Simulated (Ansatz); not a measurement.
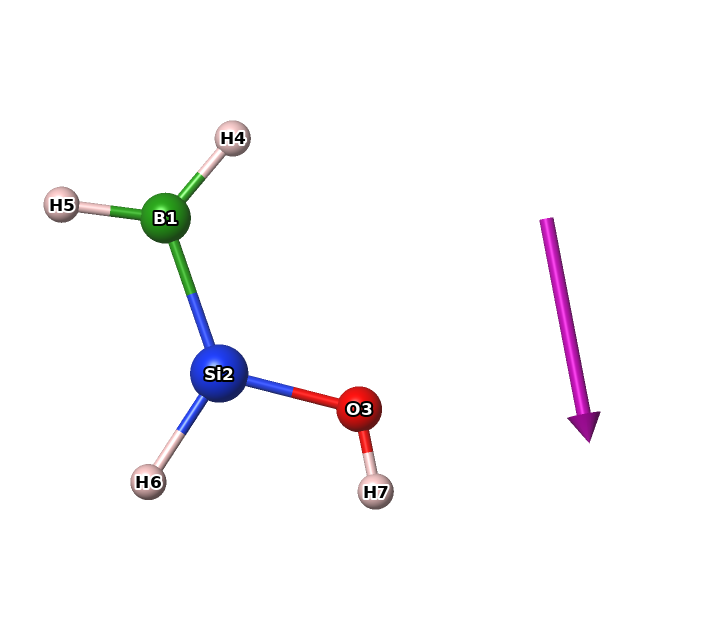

The arrow beside the molecule shows the direction of the dipole moment, from the negative to the positive end (its length means nothing). Charge 0, doublet. The geometry was computed by an optimisation with PBE-D4/def2-SVP. No frequency run is at hand to confirm it as a minimum. Level of theory: UKS PBE-D4/def2-SVP (Ansatz 0.2.0).

Question: How large is the dipole moment?

Answer: 3.10 D; it points from the side of H4 to the side of H7 (the outermost atoms at the two ends).
